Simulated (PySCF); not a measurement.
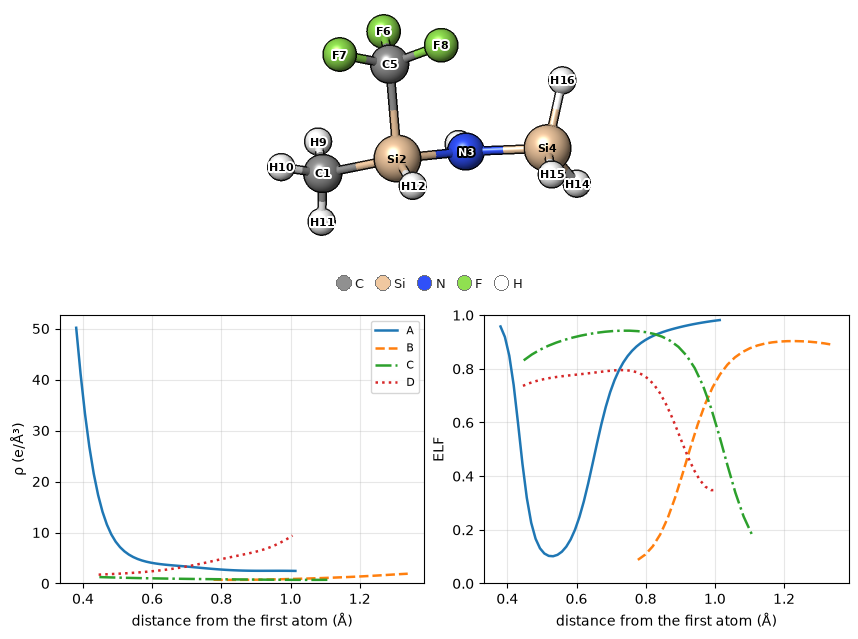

C2H8F3NSi2 (charge +1, doublet). Electron density and electron localisation function along straight lines between neighbouring atoms. The curves leave out the atomic cores. The structure is drawn too.

Geometry: GFN2-xTB.

These are results of UKS B3LYP, pcH-1 on C F H N Si, non-relativistic, mean-field spin-orbit, GIAO in PySCF, not measurements.

```csv
atom,x (Å),y (Å),z (Å)
C,-0.8007,-2.2082,-0.0333
Si,-0.0730,-0.6811,0.7949
N,1.0028,0.2644,-0.1710
Si,2.0968,1.6247,0.1926
C,-1.6389,0.6350,0.6849
F,-2.0119,0.7926,-0.5758
F,-2.6538,0.1740,1.3901
F,-1.2549,1.8063,1.1718
H,-1.1909,-1.9878,-1.0289
H,-1.6212,-2.6173,0.5562
H,-0.0495,-2.9890,-0.1333
H,0.3314,-0.5872,2.1869
H,0.9557,0.0696,-1.1651
H,3.2390,1.3410,-0.6840
H,2.3140,1.5758,1.6311
H,1.3476,2.7961,-0.2937
```

Q: Which curve belongs to which contact (C–F, C–Si, N–H and Si–N)? The first atom named is at distance zero.

A: Curve A: N–H (1.01 Å): ρ is about 7.1 e/Å³ halfway; the ELF climbs to about 0.95 towards the hydrogen, as it does in any bond to H. Curve B: Si–N (1.73 Å): ρ at the midpoint is about 0.72 e/Å³; the ELF peaks at about 0.90 between the atoms: a shared but strongly polarised pair. Curve C: C–Si (1.88 Å): the density is about 0.75 e/Å³ at the midpoint; the ELF peaks at about 0.95 between the atoms, as expected for a shared electron pair. Curve D: C–F (1.32 Å): the density is about 2.9 e/Å³ at the midpoint; the ELF peaks at about 0.80 between the atoms: a polar covalent bond.
